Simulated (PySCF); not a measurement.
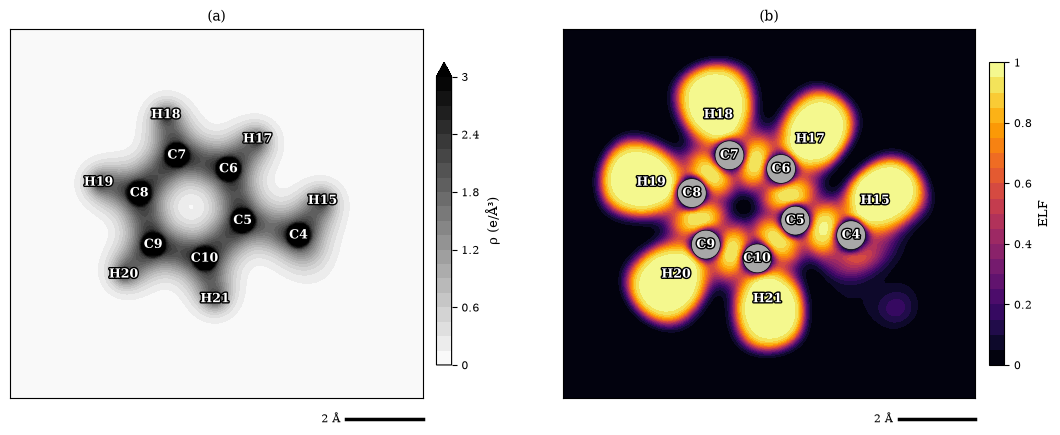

Figure. C$_{8}$H$_{11}$N$_{2}$ (N-benzylformamidinium cation) (charge +1). (a) electron density; (b) ELF on the plane of atoms C7, C8 and H19. Grey discs cover the atomic cores in the ELF map.

Geometry: PBE0-D3(BJ)/def2-SVP.

All numbers below come from PySCF 2.14.0, B3LYP/def2-SVPD, SCF density, gas phase.

```yaml
atoms:
  - { symbol: N, position_ang: [1.8318, -0.1017, 1.3412] }
  - { symbol: C, position_ang: [2.3028, -0.9123, 0.4258] }
  - { symbol: N, position_ang: [1.9390, -0.9396, -0.8325] }
  - { symbol: C, position_ang: [0.9807, -0.0398, -1.4855] }
  - { symbol: C, position_ang: [-0.2820, 0.1712, -0.6898] }
  - { symbol: C, position_ang: [-0.6663, 1.4644, -0.3155] }
  - { symbol: C, position_ang: [-1.8296, 1.6645, 0.4296] }
  - { symbol: C, position_ang: [-2.6114, 0.5746, 0.8063] }
  - { symbol: C, position_ang: [-2.2341, -0.7164, 0.4323] }
  - { symbol: C, position_ang: [-1.0765, -0.9187, -0.3131] }
  - { symbol: H, position_ang: [1.0538, 0.5297, 1.1407] }
  - { symbol: H, position_ang: [2.1653, -0.1709, 2.2963] }
  - { symbol: H, position_ang: [3.0698, -1.6303, 0.7350] }
  - { symbol: H, position_ang: [2.4124, -1.6210, -1.4175] }
  - { symbol: H, position_ang: [1.4799, 0.9239, -1.6793] }
  - { symbol: H, position_ang: [0.7582, -0.4883, -2.4643] }
  - { symbol: H, position_ang: [-0.0631, 2.3248, -0.6214] }
  - { symbol: H, position_ang: [-2.1273, 2.6774, 0.7092] }
  - { symbol: H, position_ang: [-3.5228, 0.7304, 1.3875] }
  - { symbol: H, position_ang: [-2.8521, -1.5705, 0.7176] }
  - { symbol: H, position_ang: [-0.7939, -1.9331, -0.6090] }
```

Describe what can be read from this map.

- The plane passes through C and H nuclei.
- C–C (1.39 Å): ρ is about 2.1 e/Å³ halfway; the ELF peaks at about 0.95 between the atoms, as expected for a covalent bond.
- C–C (1.51 Å): the density is about 1.7 e/Å³ at the midpoint; the ELF peaks at about 0.95 between the atoms (localised, covalent bonding).
- C–H (1.09 Å): the density is about 2 e/Å³ at the midpoint; the ELF climbs to about 1 towards the hydrogen, as it does in any bond to H; a covalent bond by its length.
